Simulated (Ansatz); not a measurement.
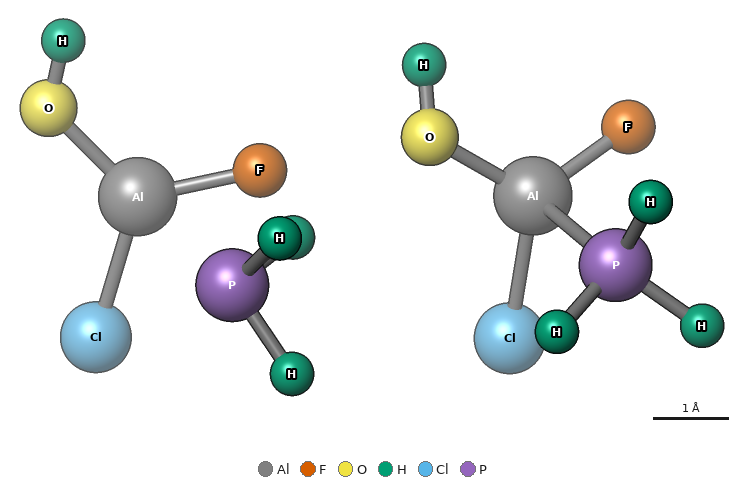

Two geometries of AlPH4OClF, drawn at one scale. One is the start of a relaxation, the other its converged end. The picture is a ball-and-stick view, seen from a free direction.

Computed with RKS BLYP/def2-SVP in Ansatz. Settings: no spin polarisation; force threshold 0.03 eV/Å; at most 50 steps.

Q: Which of the two is the end point?

A: The right one is the relaxed one. The run prepares an end point of a later path (reaction) calculation, from a guessed geometry. The energy falls by 11.3 kcal/mol in 22 accepted moves (23 points after the start). Largest force component: 0.27 eV/Å at the start, 0.022 eV/Å at the end. The line search rejected the trial step at point 11 of the run. The atom that moves furthest after the best rigid fit is an H atom (1.55 Å). By element the largest moves are H 1.55 Å, O 0.80 Å, F 0.75 Å, P 0.69 Å, Cl 0.57 Å, Al 0.42 Å. Near-neighbour distances that change, for instance: Al–P 3.477 → 2.568 Å, Al–Cl 2.100 → 2.136 Å, Al–O 1.704 → 1.724 Å, H–P 1.438 → 1.427 Å. New bonds form, among them: Al–P (3.48 → 2.57 Å). Among the angles between lasting bonds that change: H–P–H 94.8° → 98.7°, Al–O–H 123.4° → 120.9°, O–Al–Cl 119.3° → 116.9°.
